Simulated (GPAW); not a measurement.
# AsP (honeycomb bilayer): G0W0 on several meshes in GPAW

Wanted: mesh dependence and cost of G0W0 for AsP (honeycomb bilayer).

Program: GPAW 26.7.0. Level of theory: LDA and many-body steps on it, plane waves. Results are calculated unless marked as measured.

### 1. The starting structure

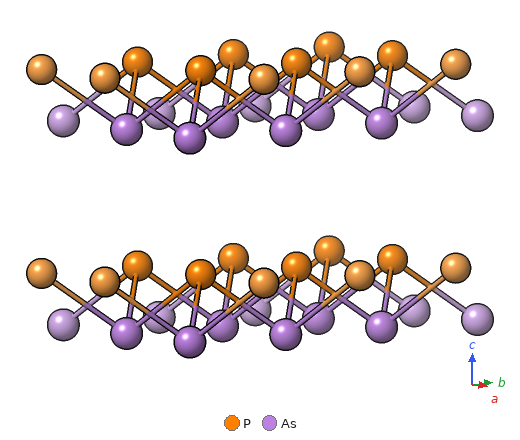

The starting structure, seen from the side, with the c axis up (phosphorus orange, arsenic purple). 2×3×1 cells are drawn. Some periodic images of atoms are drawn too.

The cell holds 4 atoms: 2 P and 2 As. Cell: a = 3.393 Å, b = 3.393 Å, c = 16.900 Å, α = 90.0°, β = 90.0°, γ = 120.0°. It derives from AsP. Vacuum lies along c.

As a file:

```xyz
4
Lattice="3.3933 0.0000 0.0000 -1.6967 2.9387 0.0000 0.0000 0.0000 16.9000" Properties=species:S:1:pos:R:3
P     0.0000    1.9591    6.9466
As    1.6967    0.9796    5.6282
P     0.0000    1.9591   11.2711
As    1.6967    0.9796    9.9536
```

The structure was relaxed with LDA. The runs that relaxed it are not among those shown.

### 2. Empty states on the mesh, 12×12×1 mesh, 283 bands

This step: GPAW 26.7.0; DFT, LDA, plane waves, PAW.

The sums over transitions need many empty states on a uniform mesh; this step solves for them.

Contents of run.py:

```python
import json
import numpy as np
from gpaw.mpi import world
from gpaw import GPAW

calc = GPAW('gs.gpw').fixed_density(kpts={'size': (12, 12, 1), 'gamma': True},
    parallel={'domain': 1, 'band': 1},
    txt='nscf.txt')
calc.diagonalize_full_hamiltonian(nbands=283)
calc.write('full.gpw', mode='all')
res = {}
kpts = calc.get_ibz_k_points()
res['kpts'] = kpts
res['eigenvalues'] = [calc.get_eigenvalues(kpt=k) for k in range(len(kpts))]
res['n_electrons'] = calc.get_number_of_electrons()

if world.rank == 0:
    with open('result.json', 'w') as f:
        json.dump(res, f, default=lambda x: x.tolist())
```

Started as:

```bash
$ mpirun -n 8 gpaw python run.py
```

Numbers of over 12 decimals in the logs are rounded to 6 here.

Output:

```text
Diagonalizing LCAO Hamiltonian
Converting LCAO to pw mode
convergence criteria:
- Maximum integral of absolute [eigenst]ate change: 4e-08 eV^2 / valence electron
maximum number of iterations: 100

SCF iterations
|iter     |     time |      energy | eigst |  dens |
|iter:   1|  |             | +0.45 |       |
|iter:   2|  |             | -1.08 |       |
|iter:   3|  |             | -2.25 |       |
[...]
|iter:   8|  |             | -6.44 |       |
|iter:   9|  |             | -7.14 |       |
|iter:  10|  |             | -7.66c|       |
SCF steps: 10
  __  _  _
 | _ |_)|_||  |
 |__||  | ||/\| - 26.7.0

Input parameters:
  mode=PW(ecut=450.000000),
  convergence={'density': 1e-06, 'bands': -3},
  gpts=array([18, 18, 84]),
  kpts=MonkhorstPack(size=(12, 12, 1), gamma=True),
  maxiter=100,
  nbands=18,
  occupations=Occupations(name='fermi-dirac', width=0.001, fixmagmom=False),
  parallel={'domain': 1, 'band': 1},
  xc=XC(name='LDA')
Matrix size: 3629x3629
# Writing to full.gpw (mode='all')
  [... matrices ...]

timing:  # [seconds]
  Total: 223.599  # ━━━━━━━━━━━━━━━━━━━━━━━━━━━━━━━━━━━━━━━━━━━━━━━━━━━━━━━━━
```

The job ended after 3.9 min (8 MPI ranks of Arm Neoverse V1, shared host; peak memory 9.8 GiB).

This step gave:

```yaml
gap: 0.6531 eV
k_of_the_valence_top: 0.1667, -0.0833, 0
k_of_the_conduction_bottom: 0.3333, 0.3333, 0
least_direct_gap: 1.500 eV
k_points_computed: 19
lowest_point_of_the_top_converged_band_above_the_valence_top: 74.9880 eV
```

On this mesh the gap is 0.653 eV.

### 3. 12×12×1

G0W0 replaces the xc potential by the self-energy, built once from these orbitals. Only a window of levels is corrected, while the sums run over the empty bands that the input names.

This step: G0W0 on LDA, plane waves, PAW.

Contents of run.py:

```python
import json
import numpy as np
from gpaw.mpi import world
from gpaw.response.g0w0 import G0W0

gw = G0W0('full.gpw',
    filename='gw',
    kpts=[0, 2, 5, 9],
    bands=(8, 12),
    ecut=48,
    nbands=127,
    truncation='2D',
    integrate_gamma='sphere',
    q0_correction=True,
    frequencies={'type': 'nonlinear', 'domega0': 0.15, 'omega2': 15.0},
    eta=0.1,
    nblocksmax=True)
gw.calculate()
res = {mode: {k: v for k, v in r.items() if k != 'sigma_eskwn'}
       for mode, r in gw.all_results.items()}

if world.rank == 0:
    with open('result.json', 'w') as f:
        json.dump(res, f, default=lambda x: x.tolist())
```

Started as:

```bash
$ mpirun -n 8 gpaw python run.py
```

Output:

```text
Using integrator: PointIntegrator
NonLinearFrequencyDescriptor(from 0.000 to 59.417 eV, 151 points)
Nonperiodic BCs:  [False False  True]
Using integrator: PointIntegrator
NonLinearFrequencyDescriptor(from 0.000 to 59.417 eV, 151 points)
Nonperiodic BCs:  [False False  True]
Applying analytical 2D correction to W:
    Evaluating Gamma point contribution to W on a 17x17x1 grid
  ___  _ _ _
 |   || | | |
 | | || | | |
 |__ ||_____|
 |___|

BZ k-points: Symmetries present (total): 6

  [... matrices ...]
144 k-points: 12 x 12 x 1 Monkhorst-Pack grid + [1/24,1/24,0.000000]
19 k-points in the irreducible part of the Brillouin zone
       k-points in crystal coordinates                weights
   0:    -0.00000000   -0.00000000    0.00000000          1/144
   1:     0.08333333   -0.00000000    0.00000000          6/144
   2:     0.16666667   -0.08333333    0.00000000          6/144
   3:     0.16666667   -0.00000000    0.00000000          6/144
   4:     0.25000000   -0.08333333    0.00000000         12/144
   5:     0.25000000   -0.00000000    0.00000000          6/144
   6:     0.33333333   -0.16666667    0.00000000          6/144
   7:     0.33333333   -0.08333333    0.00000000         12/144
   8:     0.33333333   -0.00000000    0.00000000          6/144
   9:     0.33333333    0.33333333    0.00000000          2/144
          ...
  18:     0.50000000    0.50000000    0.00000000          3/144

Distributing spins, k-points and bands (1 x 4 x 4) over 1 process
Number of blocks: 8

Quasi particle states:
k-points (IBZ indices): [0, 2, 5, 9]
Band range: (8, 12)
  [... matrices ...]
Computational parameters:
Plane wave cut-off: 48 eV
Number of bands: 127
Coulomb cutoff: 2D
Broadening: 0.1 eV

fxc modes: GW
Kernel: RPA
Using full-frequency real axis integration
Summing all q:

Calculating screened Coulomb potential
2D Coulomb truncation
NonLinearFrequencyDescriptor(from 0.000 to 59.417 eV, 151 points)
Removing empty qpoint cache files...

Calculating chi0 body with:
    Ground state adapter containing:
    Number of spins: 1
    Number of kpoints: 144
    Number of irreducible kpoints: 19
    Number of completely occupied states: 10
    Number of partially occupied states: 10
    Occupied states memory: 4.15283203125 M / cpu

    Linear response parametrization:
    q_c: [-2.0816681711721685e-17, -2.0816681711721685e-17, 0.0]
    Number of frequency points: 151
    Planewave cutoff: 48.0
    Number of bands: 127
    Number of planewaves: 109
    Broadening (eta): 0.1
    comm.size: 8
    kncomm.size: 1
    blockcomm.size: 8

    Memory estimate of potentially large arrays:
        chi0_wGG: 3.421843 M / cpu
Integrating chi0 body.

Symmetries of q_c:
    Direct symmetries (Uq -> q): 6
    Indirect symmetries (TUq -> q): 6
In total 12 allowed symmetries.

  [... matrices ...]
19 groups of equivalent kpoints. 86.805556% reduction.

Integral kind: spectral function
Integrating chi0 head and wings.

Symmetries of q_c:
    Direct symmetries (Uq -> q): 6
    Indirect symmetries (TUq -> q): 6
In total 12 allowed symmetries.

  [... matrices ...]
19 groups of equivalent kpoints. 86.805556% reduction.

Integral kind: spectral function wings

Calculating chi0 body with:
    Ground state adapter containing:
    Number of spins: 1
    Number of kpoints: 144
    Number of irreducible kpoints: 19
    Number of completely occupied states: 10
    Number of partially occupied states: 10
[... the further q-points ...]

Results:
f:      Occupation numbers
eps:     KS-eigenvalues [eV]
vxc:     KS vxc [eV]
exx:     Exact exchange [eV]
sigma:   Self-energies [eV]
dsigma:  Self-energy derivatives
Z:       Renormalization factors
qp:      QP-energies [eV]

k-point 0 (0): (-0.000, -0.000, 0.000)                GW
band       f     eps     vxc     exx   sigma  dsigma       Z      qp
                                                                   GW
   8   1.000  -0.311 -15.452 -16.463   1.214  -0.324   0.755  -0.157
   9   1.000   0.038 -13.014 -14.353   1.178  -0.344   0.744  -0.081
  10   0.000   2.295 -15.283 -10.482  -3.178  -0.308   0.764   3.536
  11   0.000   2.827 -15.349 -10.425  -3.301  -0.316   0.760   4.061

k-point 1 (2): (0.167, -0.083, 0.000)                GW
band       f     eps     vxc     exx   sigma  dsigma       Z      qp
                                                                   GW
   8   1.000  -1.083 -14.911 -16.190   1.398  -0.338   0.747  -0.995
   9   1.000   0.163 -13.499 -14.812   1.189  -0.341   0.746   0.070
[...]
k-point 2 (5): (0.250, -0.000, 0.000)                GW
band       f     eps     vxc     exx   sigma  dsigma       Z      qp
                                                                   GW
[...]
k-point 3 (9): (0.333, 0.333, 0.000)                GW
band       f     eps     vxc     exx   sigma  dsigma       Z      qp
                                                                   GW
[...]
9   1.000  -1.984 -13.810 -16.152   2.151  -0.410   0.709  -2.119
  10   0.000   0.816 -11.171  -7.380  -2.804  -0.316   0.760   1.566
  11   0.000   1.971 -11.974  -7.676  -3.161  -0.341   0.746   2.819
```

Elapsed: 8 min, on 8 MPI ranks; peak memory 3.5 GiB.

Numbers from this step:

| Quantity | Value |
| --- | --- |
| G0W0 gap on the mesh | 1.495 eV |
| least direct G0W0 gap on the computed points | 2.480 eV |
| Z at the valence top | 0.7455 |
| Z at the conduction bottom | 0.7597 |
| starting gap on the mesh | 0.6531 eV |
| k of the valence top | 0.1667, -0.0833, 0 |
| k of the conduction bottom | 0.3333, 0.3333, 0 |

The gap on the mesh goes from 0.65 eV to 1.50 eV, a correction of +0.84 eV.

### 4. Empty states on the mesh, 9×9×1 mesh, 137 bands

This step: DFT, LDA, plane waves, PAW.

Contents of run.py:

```python
import json
import numpy as np
from gpaw.mpi import world
from gpaw import GPAW

calc = GPAW('gs.gpw').fixed_density(kpts={'size': (9, 9, 1), 'gamma': True},
    nbands=159,
    convergence={'bands': 137},
    update_fermi_level=True,
    txt='nscf.txt')
calc.write('full.gpw', mode='all')
res = {}
kpts = calc.get_ibz_k_points()
res['kpts'] = kpts
res['eigenvalues'] = [calc.get_eigenvalues(kpt=k) for k in range(len(kpts))]
res['n_electrons'] = calc.get_number_of_electrons()

if world.rank == 0:
    with open('result.json', 'w') as f:
        json.dump(res, f, default=lambda x: x.tolist())
```

Started as:

```bash
$ mpirun -n 8 gpaw python run.py
```

Output:

```text
Diagonalizing LCAO Hamiltonian
Converting LCAO to pw mode
convergence criteria:
- Maximum integral of absolute [eigenst]ate change: 4e-08 eV^2 / valence electron
maximum number of iterations: 100

SCF iterations
|iter     |     time |      energy | eigst |  dens |
|iter:   1|  |             | +4.23 |       |
|iter:   2|  |             | +3.04 |       |
|iter:   3|  |             | +1.93 |       |
[...]
|iter:  13|  |             | -6.62 |       |
|iter:  14|  |             | -7.18 |       |
|iter:  15|  |             | -7.48c|       |
SCF steps: 15
  __  _  _
 | _ |_)|_||  |
 |__||  | ||/\| - 26.7.0

Input parameters:
  mode=PW(ecut=450.000000),
  convergence={'bands': 137},
  gpts=array([18, 18, 84]),
  kpts=MonkhorstPack(size=(9, 9, 1), gamma=True),
  maxiter=100,
  nbands=159,
  occupations=Occupations(name='fermi-dirac', width=0.001, fixmagmom=False),
  parallel={},
  xc=XC(name='LDA')
# Writing to full.gpw (mode='all')
  [... matrices ...]

timing:  # [seconds]
  Total: 0.152  # ━━━━━━━━━━━━━━━━━━━━━━━━━━━━━━━━━━━━━━━━━━━━━━━━━━━━━━━━━━━
```

The job ended after 95 s (8 MPI ranks; peak memory 1.5 GiB; 7.4 min of CPU time).

This step gave:

* gap: 0.6618 eV
* k of the valence top: 0.1111, 0, 0
* k of the conduction bottom: 0.3333, 0.3333, 0
* least direct gap: 1.537 eV
* k points computed: 12
* lowest point of the top converged band, above the valence top: 44.58 eV

On this mesh the gap is 0.662 eV.

### 5. 9×9×1

This step: G0W0 on LDA, plane waves, PAW.

Contents of run.py:

```python
import json
import numpy as np
from gpaw.mpi import world
from gpaw.response.g0w0 import G0W0

gw = G0W0('full.gpw',
    filename='gw',
    kpts=[0, 1, 3, 6],
    bands=(8, 12),
    ecut=48,
    nbands=127,
    truncation='2D',
    integrate_gamma='sphere',
    q0_correction=True,
    frequencies={'type': 'nonlinear', 'domega0': 0.15, 'omega2': 15.0},
    eta=0.1,
    nblocksmax=True)
gw.calculate()
res = {mode: {k: v for k, v in r.items() if k != 'sigma_eskwn'}
       for mode, r in gw.all_results.items()}

if world.rank == 0:
    with open('result.json', 'w') as f:
        json.dump(res, f, default=lambda x: x.tolist())
```

Started as:

```bash
$ mpirun -n 8 gpaw python run.py
```

Output:

```text
Using integrator: PointIntegrator
NonLinearFrequencyDescriptor(from 0.000 to 59.417 eV, 151 points)
Nonperiodic BCs:  [False False  True]
Using integrator: PointIntegrator
NonLinearFrequencyDescriptor(from 0.000 to 59.417 eV, 151 points)
Nonperiodic BCs:  [False False  True]
Applying analytical 2D correction to W:
    Evaluating Gamma point contribution to W on a 21x21x1 grid
  ___  _ _ _
 |   || | | |
 | | || | | |
 |__ ||_____|
 |___|

BZ k-points: Symmetries present (total): 6

  [... matrices ...]
81 k-points: 9 x 9 x 1 Monkhorst-Pack grid
12 k-points in the irreducible part of the Brillouin zone
       k-points in crystal coordinates                weights
   0:     0.00000000    0.00000000    0.00000000          1/81
   1:     0.11111111    0.00000000    0.00000000          6/81
   2:     0.22222222   -0.11111111    0.00000000          6/81
[...]
9:     0.44444444    0.00000000    0.00000000          6/81
          ...
  11:     0.44444444    0.44444444    0.00000000          6/81

Distributing spins, k-points and bands (1 x 4 x 4) over 1 process
Number of blocks: 8

Quasi particle states:
k-points (IBZ indices): [0, 1, 3, 6]
Band range: (8, 12)
  [... matrices ...]
Computational parameters:
Plane wave cut-off: 48 eV
Number of bands: 127
Coulomb cutoff: 2D
Broadening: 0.1 eV

fxc modes: GW
Kernel: RPA
Using full-frequency real axis integration
Summing all q:

Calculating screened Coulomb potential
2D Coulomb truncation
NonLinearFrequencyDescriptor(from 0.000 to 59.417 eV, 151 points)
Removing empty qpoint cache files...

Calculating chi0 body with:
    Ground state adapter containing:
    Number of spins: 1
    Number of kpoints: 81
    Number of irreducible kpoints: 12
    Number of completely occupied states: 10
[...]
Indirect symmetries (TUq -> q): 6
In total 12 allowed symmetries.

  [... matrices ...]
12 groups of equivalent kpoints. 85.185185% reduction.

Integral kind: spectral function
Integrating chi0 head and wings.

Symmetries of q_c:
    Direct symmetries (Uq -> q): 6
    Indirect symmetries (TUq -> q): 6
In total 12 allowed symmetries.

  [... matrices ...]
12 groups of equivalent kpoints. 85.185185% reduction.

Integral kind: spectral function wings

Calculating chi0 body with:
    Ground state adapter containing:
    Number of spins: 1
    Number of kpoints: 81
    Number of irreducible kpoints: 12
    Number of completely occupied states: 10
    Number of partially occupied states: 10
[... the further q-points ...]

Results:
f:      Occupation numbers
eps:     KS-eigenvalues [eV]
vxc:     KS vxc [eV]
exx:     Exact exchange [eV]
sigma:   Self-energies [eV]
dsigma:  Self-energy derivatives
Z:       Renormalization factors
qp:      QP-energies [eV]

k-point 0 (0): (0.000, 0.000, 0.000)                GW
band       f     eps     vxc     exx   sigma  dsigma       Z      qp
                                                                   GW
   8   1.000  -0.311 -15.452 -16.487   1.241  -0.330   0.752  -0.156
   9   1.000   0.038 -13.014 -14.350   1.167  -0.344   0.744  -0.087
  10   0.000   2.295 -15.283 -10.452  -3.211  -0.314   0.761   3.528
[...]
k-point 1 (1): (0.111, 0.000, 0.000)                GW
band       f     eps     vxc     exx   sigma  dsigma       Z      qp
                                                                   GW
[...]
k-point 2 (3): (0.222, 0.000, 0.000)                GW
band       f     eps     vxc     exx   sigma  dsigma       Z      qp
                                                                   GW
[...]
k-point 3 (6): (0.333, 0.333, 0.000)                GW
band       f     eps     vxc     exx   sigma  dsigma       Z      qp
                                                                   GW
[...]
10   0.000   0.816 -11.171  -7.380  -2.809  -0.320   0.758   1.560
  11   0.000   1.971 -11.974  -7.675  -3.167  -0.343   0.745   2.813
```

Elapsed: 4.7 min, on 8 MPI ranks; peak memory 2.8 GiB; 22 min of CPU time.

This step gave:

```
G0W0 gap on the mesh                         : 1.513 eV
least direct G0W0 gap on the computed points : 2.549 eV
Z at the valence top                         : 0.7461
Z at the conduction bottom                   : 0.7578
starting gap on the mesh                     : 0.6618 eV
k of the valence top                         : 0.1111, 0, 0
k of the conduction bottom                   : 0.3333, 0.3333, 0
```

Against G0W0 in GPAW (12×12×1 mesh, 127 bands, screening to 48 eV, full frequency, Hilbert transform), the gap moves by +0.018 eV.

### 6. The runs together

Times are wall times on 8 MPI ranks of Arm Neoverse V1, shared host, good to a factor of about two.

| run | mesh | bands | screening cutoff (eV) | DFT gap (eV) | gap on the mesh (eV) | direct (eV) | time |
| --- | --- | --- | --- | --- | --- | --- | --- |
| 12×12×1 | 12×12×1 | 127 | 48 | 0.653 | 1.495 | 2.480 | 8 min |
| 9×9×1 | 9×9×1 | 127 | 48 | 0.662 | 1.513 | 2.549 | 4.7 min |

### 7. What came out

* 12×12×1: 1.495 eV
* 9×9×1: 1.513 eV
* known limits: not at the basis limit; no spin-orbit coupling

In words: 9×9×1: +0.018 eV against 12×12×1, +0.009 eV of it in the start. Bands and cutoff are finite, so the gap is not at the basis limit. The miss can reach some tenths of an eV and take either sign; the mesh is an error of its own. These stock PAW sets were not made for GW; the filled d or f shell of As lies in the frozen core, which bears on start and correction. The many-body steps are scalar-relativistic: spin-orbit coupling is not in them.

[Paths, hosts, dates, memory and timing lines, banners, echoed tables and standing remarks are left out of the program output.]

[Logs are printed without paths, hosts, clocks, repeated set-up lines and the standing remarks that a program may print on its own settings, such as how far it seeks lower states.]

[Runs of the session that timed out or met a known fault of the program may be left out.]

[Hosts, paths, dates, database ids (printed as entryN), source tags and the programs' standing remarks are cut or masked in the printed files.]
